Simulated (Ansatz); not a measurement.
# Fields on a plane of ZnCu2SnSe4 (kesterite type, space group I-4)

```xyz
8
Lattice="-2.8496 2.8496 5.6912 2.8496 -2.8496 5.6912 2.8496 2.8496 -5.6912" Properties=species:S:1:pos:R:3 pbc="T T T"
Cu     0.0000     0.0000     0.0000
Cu     0.0000     2.8496     2.8456
Zn     2.8496     0.0000     2.8456
Sn     0.0000     0.0000     5.6912
Se     1.4767     1.5206     4.2123
Se     1.3729     1.3290    -1.4789
Se     1.5206    -1.4767     7.1702
Se     1.3290     4.3263     1.4789
```

The slice is a (1 0 -1) plane (indices of the conventional cell) through the point (0.637, 0.629, 0.526) (fractional), spanned by u = [101] and v = [121] in vectors of this cell: u (5.70 Å) and v (12.73 Å, at 90° to u). It covers one period; positions are fractions (u, v).

Atoms on it: Se at (0.00, 0.00); Se at (0.50, 0.50). Other atoms lie within 1 Å of the plane.

Method: r2SCAN (plane waves to 500 eV, PAW, scalar-relativistic; Ansatz, a program for electronic structure). k mesh 8×8×8. Inside the PAW spheres the values are not all-electron values, and peaks at nuclei hang on which shells count as valence. ZnCu2SnSe4 is run without spin polarisation. ZnCu2SnSe4 was relaxed with its symmetry unable to fall.

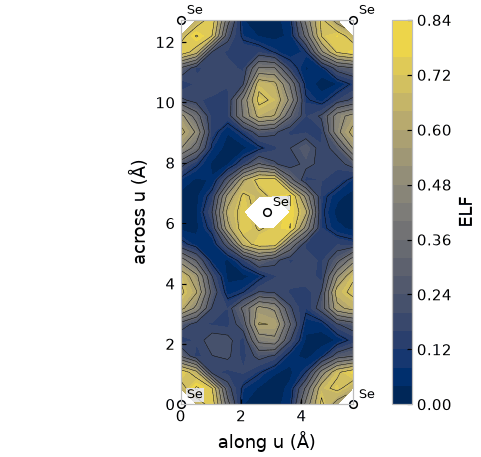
*Electron localisation function (ELF), one period of the plane, atoms marked. Points within 0.5 Å of a nucleus are left white, as the pseudised field means little there.*

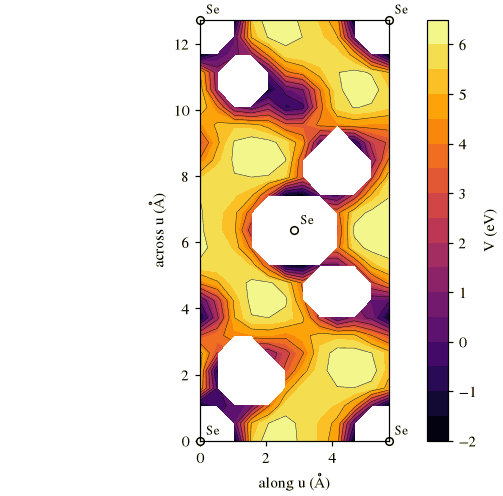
Electrostatic potential energy of an electron, from the cell's mean, in eV, one period of the plane, atoms marked. Points within 1 Å of a nucleus are left white, as the pseudised field means little there. Values under -2 eV are set to -2. The zero, the cell's mean, hangs on the PAW cores.
